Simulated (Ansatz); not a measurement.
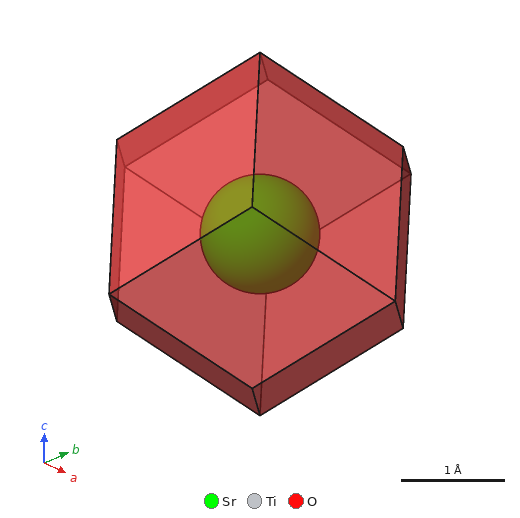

Voronoi–Dirichlet polyhedron, computed geometrically; every face belongs to one neighbour and no atomic radii are used. Central atom: Sr (1b) in SrTiO3; faces take the colour of the neighbour behind them. Source: coordinates from a relaxation with DFT PBE+U, scalar-relativistic, plane waves, PAW (Ansatz 0.2.0).

SrTiO3, space group Pm-3m (No. 221), a = 3.947 Å, b = 3.947 Å, c = 3.947 Å, α = 90.00°, β = 90.00°, γ = 90.00°

```csv
site,Wyckoff,x,y,z
Sr,1b,0.5000,0.5000,0.5000
Ti,1a,0.0000,0.0000,0.0000
O,3d,0.5000,0.0000,0.0000
```

Q: What is the volume of this Voronoi cell?

A: 15.4 Å³, against a mean of 12.3 Å³ per atom in this structure.

Q: Which neighbours share a face with the central atom?

A: 12 O (100 % of the solid angle).
